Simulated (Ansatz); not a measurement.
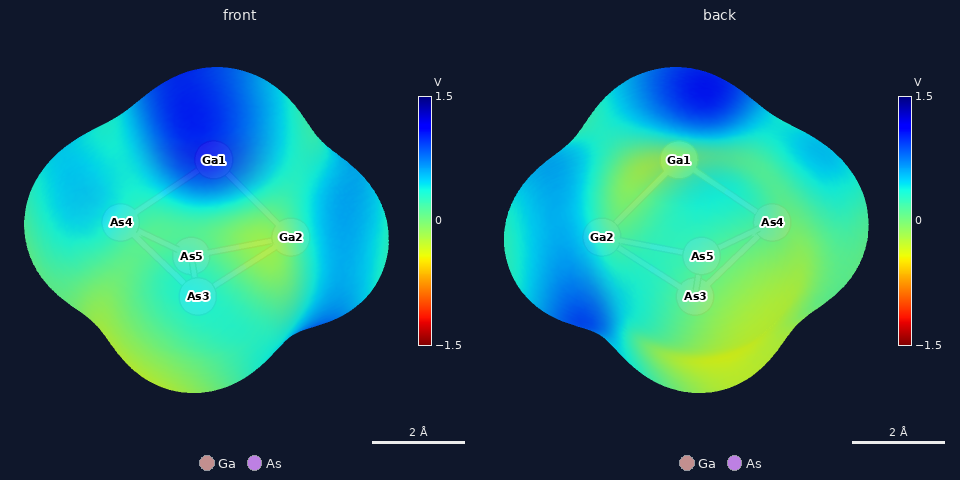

As3Ga2 (doublet). The molecular electrostatic potential painted on the density surface at 0.002 e/bohr³, seen from the front and from behind; the colour scale runs from red (negative) to blue (positive).

Geometry: r2SCAN-D4/def2-SVP.

Computed with UKS PBE0-D4/def2-TZVP in Ansatz 0.2.0.

Input

```
crystal:
  periodic: [false, false, false]
  atoms:
    - {symbol: Ga, position_ang: [0.181308, -1.732368, 0.016168]}
    - {symbol: Ga, position_ang: [-1.681928, -0.343859, -0.861121]}
    - {symbol: As, position_ang: [-0.625872, 0.935044, 1.136165]}
    - {symbol: As, position_ang: [1.619805, 0.110086, 0.820844]}
    - {symbol: As, position_ang: [0.506687, 1.031098, -1.112066]}
basis:
  gaussian: {orbitals: def2-TZVP, initial_orbitals: start.molden}
magnetization: {spin_polarized: true, initial_magnetization: 1}
hamiltonian: {xc: pbe0, dispersion: d4}
scf: {omitted_lower_state_checks: [starts]}
output: {forces: true, orbitals: {seedname: orbitals}}
```

Launched as:

```sh
ansatz run in.yaml --threads 4 --pin off --events-out ev --progress --plain --max-ram 4787MiB
```

Question: Where is the surface potential most negative and most positive?

Answer: The most negative region (about −0.4 V) lies over As3 and As5, the most positive (about +1.1 V) over Ga1.
